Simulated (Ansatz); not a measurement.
# WO3 (tungsten trioxide): CCSD(T)/def2-SVPD (core potential)

What is the vertical singlet–triplet gap of WO3 (tungsten trioxide) at CCSD(T)/def2-SVPD (core potential)? 

The results are computed with Ansatz 0.2.0.

## (1) Starting point

WO3 has 4 atoms, charge 0, and is taken as a singlet. As SMILES, `[O]=[W](=[O])=[O]`. The coordinates come from a PBE0-D4/def2-TZVP relaxation.

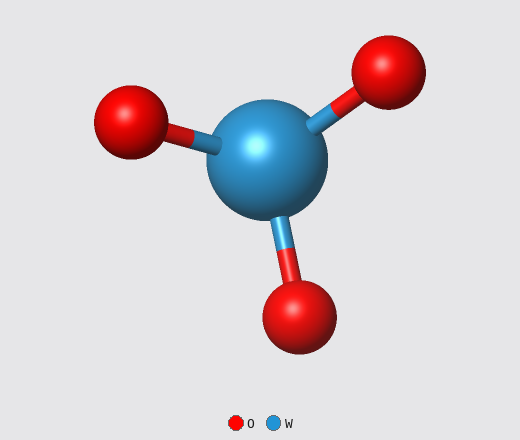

The structure, seen from a chosen angle (oxygen red, tungsten blue).

## (2) A single-point energy at CCSD(T)/def2-SVPD (core potential)

Contents of job.yaml:

```yaml
crystal:
  periodic: [false, false, false]
  atoms:
    - symbol: O
      position_ang: [-0.237500, 0.265200, 1.555000]
    - symbol: W
      position_ang: [-0.366400, -0.283700, -0.065200]
    - symbol: O
      position_ang: [1.071700, -1.143300, -0.433900]
    - symbol: O
      position_ang: [-0.412200, 1.101500, -1.076300]
basis:
  gaussian: {orbitals: def2-SVPD}
correlation: {method: ccsd_t, frozen_orbitals: {O: 1, W: 0}}
accuracy: high
scf: {omitted_lower_state_checks: [cluster_reference, increment]}
```

Launch:

```sh
$ ansatz run job.yaml --threads 1 --pin off --max-ram 3480MiB --events-out events.jsonl --progress --plain --runs-dir runs
```

Log, shortened:

```text
Warning: RAYON_NUM_THREADS=1 ignored (pool sized by the plan → 1); use --threads N
Functional definition: HF
  name "HF"
[...]
2057 factors; integrals over basis functions are off by at most 2.8e-9 eV
[...]
mean field -7912.73171664 eV, -290.7875271444 hartree, gradient 1.9e-8 eV, S^2 0.000000; 0 other end points of the search recorded, 0 dependent functions left out
3 core orbitals not correlated: weight in the atoms' cores, before any rotation towards them, 1.000 or more for the frozen orbitals, at most 0.000 for the correlated occupied ones
reference -7912.73171664 eV, -290.7875271444 hartree; 16, 16 occupied and 85, 85 virtual orbitals, 2057 factors
second order -27.82675688 eV of doubles, -0.00000000 eV of singles
cycle   1  -23.08861045 eV  change     4.7e0 eV  update   3.3e-1
[...]
cycle  27  -25.44554612 eV  change    3.5e-9 eV  update   1.9e-9
perturbative correction -1.58632844 eV, -0.0582964950 hartree
Total energy: -7939.76359121 eV, -291.7809302118 hartree
Checks for a lower state left out: cluster_reference, increment
```

It took 71 s on 1 thread of Arm Neoverse V1, shared host; peak memory 0.9 GiB.

## (3) The triplet

Contents of molecule.yaml:

```yaml
crystal:
  periodic: [false, false, false]
  atoms:
    - {symbol: O, position_ang: [-0.237500, 0.265200, 1.555000]}
    - {symbol: W, position_ang: [-0.366400, -0.283700, -0.065200]}
    - {symbol: O, position_ang: [1.071700, -1.143300, -0.433900]}
    - {symbol: O, position_ang: [-0.412200, 1.101500, -1.076300]}
basis:
  gaussian:
    orbitals: def2-SVPD
magnetization:
  spin_polarized: true
  initial_magnetization: 2
correlation:
  method: ccsd_t
  frozen_orbitals: {O: 1, W: 0}
accuracy: high
scf:
  omitted_lower_state_checks: [cluster_reference, increment]
```

Launch:

```sh
$ ansatz run molecule.yaml --threads 1 --pin off --max-ram 3480MiB --events-out events.jsonl --progress --plain --runs-dir runs
```

Log:

```text
Warning: RAYON_NUM_THREADS=1 ignored (pool sized by the plan → 1); use --threads N
[... 17 lines left out ...]
3 core orbitals not correlated: weight in the atoms' cores, before any rotation towards them, 1.000 or more for the frozen orbitals, at most 0.000 for the correlated occupied ones
[... 54 lines left out ...]
Total energy: -7937.47776035 eV, -291.6969274773 hartree
Checks for a lower state left out: cluster_reference, increment
```

Run time: 7.6 min. Hardware: 1 thread of Arm Neoverse V1, shared host; peak memory 2 GiB.

## (4) Summary of results

At CCSD(T)/def2-SVPD (core potential), 3 core orbitals frozen:

| quantity | value |
| --- | --- |
| singlet: total energy | -291.78093 Eh |
| singlet: correlation energy (3 core orbitals frozen) | -993.4 mEh |
| singlet: (T) correction | -58.30 mEh |
| singlet: T1 diagnostic | 0.030 |
| triplet: total energy | -291.69693 Eh |
| triplet: correlation energy (3 core orbitals frozen) | -932.5 mEh |
| triplet: (T) correction | -48.64 mEh |
| triplet: ⟨S²⟩ of the reference determinant | 2.240 |
| triplet: T1 diagnostic | 0.045 |
| vertical energy of the triplet above the singlet | 2.286 eV |

**Reading.** At this shape the triplet lies 2.29 eV (221 kJ/mol) above the singlet. The triples (singlet) make up 5.9 % of the correlation energy. ⟨S²⟩ (triplet) is 2.24 where a pure triplet has 2.00: the reference is spin-contaminated. The T1 diagnostic (triplet) of 0.045 is above the customary mark for such species, so a single reference may not serve. The triples (triplet) make up 5.2 % of the correlation energy.
